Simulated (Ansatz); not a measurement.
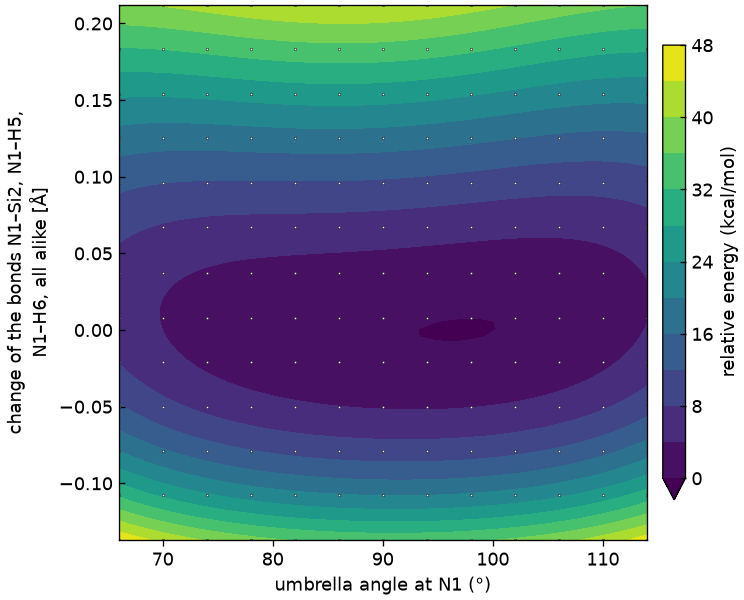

Br₂H₂NSi, SMILES N[Si](Br)Br, spin multiplicity 2. Coordinates scanned: (1) umbrella angle at N1 (between each of its bonds and their common axis; 90 is planar); (2) change of the bonds N1–Si2, N1–H5, N1–H6, all alike. Nothing is relaxed (all other coordinates rigid). The scan uses a 13 × 13 grid. Points are written as (first, second). Energies are in kcal/mol, from the lowest grid point. The calculation used UKS PBE0-D4/def2-SVP in Ansatz 0.2.0.

In the figure: filled contours, dots at the grid points. Between grid points the surface is interpolated.

The lowest grid point is at (98°, 0.008 Å). No other kind of well shows on this grid. The highest grid point, (66°, −0.137 Å), lies 47.3 kcal/mol above the lowest.

The system is changed to Cl2H2NSi, SMILES N[Si](Cl)Cl, spin multiplicity 2; the new grid has 11 × 11 points.

Question: How does the landscape change?

Answer: The minimum (interpolated where it lies between grid points) moves from about (97°, 0.000 Å) to about (99°, 0.000 Å). The curvature at the minimum changes from about 1.9 to 2.2 eV/rad² along the first coordinate and by less than a tenth (about 121) eV/Å² along the second coordinate.

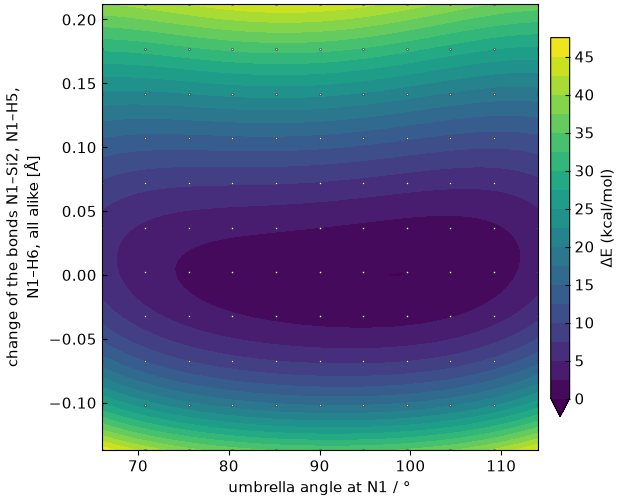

The map after the change, on a colour scale of its own. Drawn: filled contours, dots at the grid points. Between grid points the surface is interpolated.
